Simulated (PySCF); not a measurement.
Vertical excitations of a molecule CH₈Cl₂Si₃ from TDA-PBE/def2-SVPD (PySCF), as energy in eV (oscillator strength): 5.91 (0.021), 6.02 (0.015), 6.36 (0.070), 6.57 (0.020), 6.60 (0.007), 6.70 (0.004). Lowest triplet (TDA): 5.38 eV. Geometry: B3LYP-D3(BJ)/def2-SVP. The values are those of a single conformer.

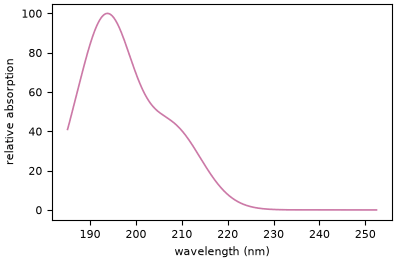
Figure. The lines broadened by 0.4 eV.

Q: Which structure fits?
A. [SiH3]C([SiH2]Cl)[SiH2]Cl
B. C[Si@@H]([SiH3])[SiH](Cl)Cl
C. [SiH3]C[Si]([SiH3])(Cl)Cl
D. C[Si](Cl)(Cl)[SiH2][SiH3]

A: C, [SiH3]C[Si]([SiH3])(Cl)Cl
